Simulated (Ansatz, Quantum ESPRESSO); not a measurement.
# Cu(110), 5 layers against a metal electrode: the electrode's level over the Fermi level at a withheld member of a series

How the rows were computed: Quantum ESPRESSO 7.5, PBE, GBRV ultrasoft. The slab is relaxed neutral, then held. ESM with bc3: vacuum below and a metal electrode about 6 Å above the top atoms. Cold smearing of 0.02 Ry. Charges are set per cell from the starting area. The slabs take the lattice constants of the bulk relaxed by the same program. The series steps the charge of the slab (positive: electrons removed).

```tsv
charge of the slab	electrode's level over the Fermi level (eV)
1 ×10¹³ e/cm²	5.218
2 ×10¹³ e/cm²	6.076
3 ×10¹³ e/cm²	6.941
4.5 ×10¹³ e/cm²	8.248
7 ×10¹³ e/cm²	10.451
8 ×10¹³ e/cm²	11.338
```

**Question.** What is the electrode's level over the Fermi level at 6 ×10¹³ e/cm²?

By hand: The rows at 4.5 ×10¹³ e/cm² and 7 ×10¹³ e/cm² give a slope of (10.451 − (8.248))/(7 − (4.5)) = 0.8812, so a straight line gives 9.570 eV. A parabola through these and the row at 3 ×10¹³ e/cm² gives 9.566 eV.

**The withheld run.** 9.566 eV. The line misses by +0.004 and the parabola by 0.000 eV. Both misses are under 5 % of the step from the nearer row.

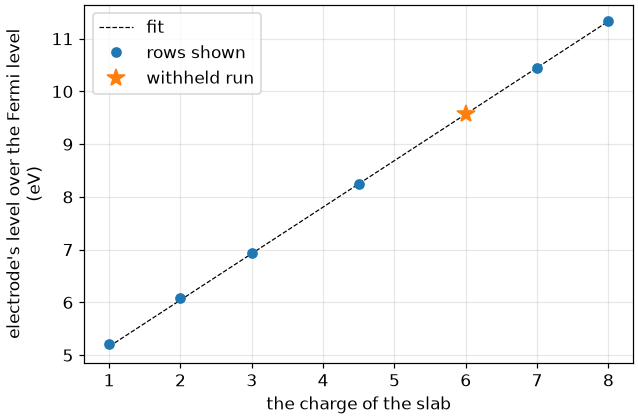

The rows shown, the fit and the withheld run.

**Limits.** Vacuum fills the gap; ions don't answer the charge; added electrons can spill towards the electrode at the most negative charges. Members without a usable value, or on the other side of zero field or charge, are not listed.

[Logs are printed without paths, hosts, clocks, repeated set-up lines and the standing remarks that a program may print on its own settings, such as how far it seeks lower states.]
